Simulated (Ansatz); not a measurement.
**Geometry relaxation of C$_{2}$H$_{9}$OPSi (part 2 of 2)**

C$_{2}$H$_{9}$OPSi, SMILES CCO[SiH2]P; RKS PBE/def2-SVP (Ansatz 0.2.0). It belongs to a series of runs on one base structure; here: end point B relaxed.

Geometry of the input (Å):
```
C  -0.9850  -0.2833  2.0571
C  0.0765  -0.6162  1.0829
O  -0.1356  0.1257  -0.1330
Si -1.6005  -0.2197  -0.9775
P  -1.5435  1.1198  -2.7582
H  -2.0122  -0.4479  1.6072
H  -0.9901  0.8386  2.2581
H  -0.8953  -0.7659  2.9818
H  1.0522  -0.3531  1.5817
H  0.0392  -1.6899  0.9069
H  -2.6894  0.2251  -0.0660
H  -1.6704  -1.6112  -1.3322
H  -0.2009  0.7966  -3.2008
H  -1.0821  2.3132  -2.1060
```

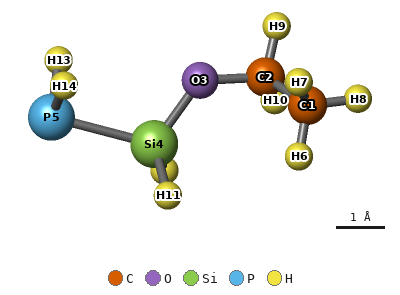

Fig. 1: The geometry at step 8 of the log (ball-and-stick view, seen at a tilt; atoms are numbered from 1 in the order of the input).

## Trajectory as extended XYZ, continued
```
14
Properties=species:S:1:pos:R:3:forces:R:3 step=3 energy=-21412.50706
C    -0.9887   -0.2691    2.1907   -0.3695   0.2265  -0.0482
C     0.0315   -0.6084    1.1162    0.3834   0.0685  -0.0857
O    -0.1528    0.1224   -0.1037   -0.6301  -0.1892  -0.1901
Si   -1.5547   -0.1381   -1.0549    0.3650   0.2258   0.3586
P    -1.5339    1.1558   -2.9148    0.2796   0.0695   0.0933
H    -2.0234   -0.5395    1.8752    0.1601  -0.0309   0.0834
H    -0.9953    0.8253    2.3880    0.0537  -0.0867   0.0197
H    -0.7833   -0.7938    3.1442    0.0900  -0.0496  -0.0064
H     1.0580   -0.3553    1.4737   -0.1180  -0.0236  -0.0395
H     0.0378   -1.7050    0.9108   -0.0474  -0.0502   0.0063
H    -2.8015    0.2534   -0.2956    0.0187  -0.0214  -0.0714
H    -1.6725   -1.5939   -1.4210    0.0192  -0.0527  -0.0389
H    -0.1794    0.7845   -3.2667   -0.1201   0.0066   0.0196
H    -1.0787    2.2936   -2.1400   -0.0845  -0.0927  -0.1008
14
Properties=species:S:1:pos:R:3:forces:R:3 step=4 energy=-21412.50911
C    -0.9637   -0.2822    2.2564    0.2845  -0.2680   0.3162
C     0.0149   -0.6124    1.1323   -0.6851   0.2770  -0.4444
O    -0.3400    0.1292   -0.0471    0.6985  -0.0059   0.1319
Si   -1.6158   -0.1022   -1.1011   -0.1113  -0.3215   0.2473
P    -1.4530    1.1667   -2.9703   -0.0559  -0.0310  -0.0174
H    -1.9935   -0.6435    2.0434    0.1226   0.0131  -0.0456
H    -1.0108    0.8121    2.4259    0.0306  -0.0063  -0.0096
H    -0.6216   -0.7683    3.1968   -0.1139   0.0678   0.0105
H     1.0577   -0.3304    1.3997   -0.0964   0.0492  -0.0125
H     0.0144   -1.7118    0.9226    0.0139   0.0964  -0.0045
H    -2.9063    0.2481   -0.4055   -0.1118   0.0591  -0.1318
H    -1.6816   -1.5637   -1.4827   -0.0403   0.0223  -0.1053
H    -0.0988    0.7716   -3.2492    0.0539  -0.0451   0.0251
H    -1.0389    2.3186   -2.2191    0.0107   0.0929   0.0402
14
Properties=species:S:1:pos:R:3:forces:R:3 step=5 energy=-21412.54555
C    -0.9598   -0.2796    2.2618    0.0252  -0.0700   0.0470
C     0.0019   -0.5955    1.1207   -0.1059   0.0510  -0.1720
O    -0.2947    0.1382   -0.0739    0.1866  -0.0489   0.2203
Si   -1.6044   -0.1255   -1.0894   -0.1106  -0.0140  -0.0208
P    -1.4650    1.1571   -2.9512    0.0204  -0.0141  -0.0420
H    -1.9938   -0.6127    2.0299    0.0371   0.0245   0.0124
H    -0.9859    0.8113    2.4573   -0.0001  -0.0022   0.0124
H    -0.6429   -0.7948    3.1953   -0.0157   0.0447  -0.0813
H     1.0409   -0.3235    1.4074   -0.0164   0.0098  -0.0138
H     0.0028   -1.6931    0.9104    0.0058   0.0295   0.0030
H    -2.9035    0.2553   -0.4226   -0.0231  -0.0422  -0.0131
H    -1.6745   -1.5793   -1.4998   -0.0147   0.0278   0.0142
H    -0.1114    0.7607   -3.2433    0.0153  -0.0076   0.0193
H    -1.0467    2.3127   -2.2004   -0.0039   0.0117   0.0143
14
Properties=species:S:1:pos:R:3:forces:R:3 step=6 energy=-21412.55115
C    -0.9235   -0.2428    2.3024    0.0775  -0.0477  -0.0002
C    -0.0433   -0.5962    1.1078    0.0666  -0.1529   0.0642
O    -0.3592    0.1721   -0.0469   -0.0507   0.0247  -0.1677
Si   -1.6180   -0.1537   -1.1246    0.1469   0.0759   0.0300
P    -1.4305    1.1431   -2.9834   -0.0403  -0.0564   0.0597
H    -1.9904   -0.4559    2.0937   -0.0496  -0.0187   0.0114
H    -0.8324    0.8321    2.5549    0.0048   0.0229  -0.0109
H    -0.6235   -0.8353    3.1910   -0.0149   0.0067   0.0124
H     1.0277   -0.3993    1.3540   -0.1270   0.0204  -0.0645
H    -0.1142   -1.6936    0.8876   -0.0177   0.1206   0.0182
H    -2.9659    0.1188   -0.5111   -0.0483   0.0262   0.0076
H    -1.5865   -1.6003   -1.5527    0.0191  -0.0282   0.0117
H    -0.0391    0.8179   -3.1569    0.0321  -0.0036   0.0116
H    -1.1382    2.3248   -2.2138    0.0012   0.0103   0.0166
14
Properties=species:S:1:pos:R:3:forces:R:3 step=7 energy=-21412.55430
C    -0.9152   -0.2599    2.2999    0.0163  -0.0004  -0.0061
C    -0.0445   -0.5999    1.0959    0.0227  -0.0060   0.0094
O    -0.3623    0.1795   -0.0537   -0.0078  -0.0006  -0.0533
Si   -1.6220   -0.1436   -1.1254   -0.0233   0.0263   0.0669
P    -1.3809    1.0868   -3.0125    0.0018  -0.0049  -0.0121
H    -1.9826   -0.4988    2.1162   -0.0090  -0.0057  -0.0054
H    -0.8423    0.8196    2.5389   -0.0052   0.0176   0.0054
H    -0.5866   -0.8348    3.1896   -0.0044  -0.0056   0.0102
H     1.0236   -0.4001    1.3360   -0.0240   0.0117  -0.0263
H    -0.1176   -1.6881    0.8616   -0.0079  -0.0482   0.0056
H    -2.9642    0.2072   -0.5317   -0.0184  -0.0137  -0.0173
H    -1.6418   -1.6104   -1.4953    0.0374   0.0357   0.0284
H     0.0408    0.8577   -3.0435    0.0162   0.0032  -0.0208
H    -1.2415    2.3164   -2.2740    0.0057  -0.0093   0.0155
14
Properties=species:S:1:pos:R:3:forces:R:3 step=8 energy=-21412.55487
C    -0.9162   -0.2563    2.3008    0.0000   0.0067  -0.0101
C    -0.0489   -0.5957    1.0939    0.0384  -0.0211   0.0320
O    -0.3683    0.1858   -0.0534   -0.0058   0.0296   0.0075
Si   -1.6278   -0.1402   -1.1210    0.0379  -0.0620  -0.0462
P    -1.3893    1.0978   -3.0044   -0.0177   0.0541   0.0291
H    -1.9844   -0.4915    2.1151   -0.0050  -0.0027   0.0038
H    -0.8408    0.8228    2.5436   -0.0027   0.0001  -0.0001
H    -0.5908   -0.8356    3.1894   -0.0009  -0.0004  -0.0025
H     1.0195   -0.3948    1.3297   -0.0105   0.0014  -0.0115
H    -0.1225   -1.6855    0.8608   -0.0087  -0.0075  -0.0030
H    -2.9787    0.1833   -0.5309    0.0014   0.0099  -0.0192
H    -1.6142   -1.6035   -1.4988   -0.0071   0.0023   0.0284
H     0.0277    0.8449   -3.0928   -0.0257  -0.0169   0.0345
H    -1.2024    2.3002   -2.2299    0.0066   0.0065  -0.0426
14
Properties=species:S:1:pos:R:3:forces:R:3 step=9 energy=-21412.55492
C    -0.9154   -0.2513    2.3037    0.0253  -0.0176  -0.0003
C    -0.0508   -0.5958    1.0952    0.0066  -0.0480   0.0356
O    -0.3767    0.1863   -0.0495    0.0151   0.0375  -0.0104
Si   -1.6261   -0.1475   -1.1262   -0.0059   0.0257  -0.0057
P    -1.4067    1.1238   -2.9930    0.0703  -0.0200   0.0201
H    -1.9849   -0.4793    2.1165   -0.0022  -0.0038   0.0054
H    -0.8335    0.8267    2.5500    0.0019  -0.0089  -0.0113
H    -0.5935   -0.8356    3.1904   -0.0076   0.0056  -0.0011
H     1.0196   -0.3966    1.3257   -0.0293   0.0004  -0.0107
H    -0.1279   -1.6883    0.8652   -0.0070   0.0582   0.0016
H    -2.9866    0.1535   -0.5473    0.0007  -0.0004   0.0176
H    -1.5880   -1.6096   -1.5017   -0.0117  -0.0018  -0.0282
H     0.0011    0.8227   -3.1020   -0.0460   0.0264  -0.0030
H    -1.1677    2.3228   -2.2250   -0.0104  -0.0533  -0.0097
14
Properties=species:S:1:pos:R:3:forces:R:3 step=10 energy=-21412.55618
C    -0.9099   -0.2655    2.3141    0.0078   0.0000  -0.0069
C    -0.0575   -0.5835    1.0909   -0.0003  -0.0083   0.0118
O    -0.3982    0.2204   -0.0359    0.0050  -0.0139  -0.0044
Si   -1.6331   -0.1346   -1.1239   -0.0009   0.0212   0.0174
P    -1.3864    1.0969   -3.0100   -0.0019   0.0093  -0.0148
H    -1.9796   -0.5001    2.1362   -0.0017  -0.0010   0.0041
H    -0.8339    0.8099    2.5720   -0.0025   0.0039   0.0009
H    -0.5734   -0.8571    3.1902    0.0009  -0.0029  -0.0024
H     1.0144   -0.3871    1.3123   -0.0005   0.0096   0.0037
H    -0.1357   -1.6690    0.8389   -0.0036  -0.0029  -0.0024
H    -2.9980    0.1786   -0.5606    0.0043  -0.0025  -0.0079
H    -1.5938   -1.6021   -1.4784    0.0000  -0.0050  -0.0018
H     0.0251    0.8182   -3.0886    0.0022  -0.0080   0.0042
H    -1.1771    2.3068   -2.2550   -0.0089   0.0007  -0.0014
14
Properties=species:S:1:pos:R:3:forces:R:3 step=11 energy=-21412.55597 accepted=F
C    -0.9109   -0.2669    2.3113   -0.0198  -0.0322  -0.0005
C    -0.0558   -0.5882    1.0913    0.0121   0.0388   0.0036
O    -0.3898    0.2121   -0.0401   -0.0106   0.0152   0.0046
Si   -1.6330   -0.1293   -1.1222    0.0043  -0.0431  -0.0196
P    -1.3824    1.0924   -3.0144   -0.0043  -0.0001   0.0015
H    -1.9813   -0.5042    2.1395    0.0073  -0.0051  -0.0086
H    -0.8367    0.8090    2.5671    0.0048   0.0032  -0.0023
H    -0.5691   -0.8570    3.1862   -0.0089   0.0031   0.0171
H     1.0117   -0.3818    1.3232    0.0180  -0.0179  -0.0238
H    -0.1265   -1.6742    0.8388   -0.0076   0.0066   0.0191
H    -2.9968    0.1899   -0.5621   -0.0010   0.0157   0.0140
H    -1.6059   -1.5986   -1.4742    0.0002   0.0049  -0.0017
H     0.0314    0.8208   -3.0786   -0.0001   0.0052   0.0035
H    -1.1918    2.3079   -2.2637    0.0058   0.0056  -0.0069
14
Properties=species:S:1:pos:R:3:forces:R:3 step=12 energy=-21412.55633
C    -0.9100   -0.2661    2.3136    0.0020  -0.0042  -0.0036
C    -0.0566   -0.5851    1.0915    0.0011   0.0009   0.0063
O    -0.3952    0.2178   -0.0367   -0.0003  -0.0036  -0.0046
Si   -1.6324   -0.1324   -1.1235   -0.0037   0.0035   0.0052
P    -1.3856    1.0954   -3.0124    0.0007   0.0004  -0.0025
H    -1.9799   -0.5017    2.1371    0.0005  -0.0017   0.0002
H    -0.8348    0.8095    2.5708   -0.0010   0.0023   0.0004
H    -0.5725   -0.8572    3.1897   -0.0010  -0.0009   0.0014
H     1.0143   -0.3865    1.3154    0.0016   0.0022  -0.0020
H    -0.1337   -1.6707    0.8397   -0.0023  -0.0012   0.0018
H    -2.9968    0.1830   -0.5610    0.0022   0.0007  -0.0004
H    -1.5966   -1.6002   -1.4787   -0.0003  -0.0015   0.0006
H     0.0266    0.8180   -3.0835    0.0026   0.0009   0.0000
H    -1.1837    2.3080   -2.2599   -0.0022   0.0021  -0.0029
```
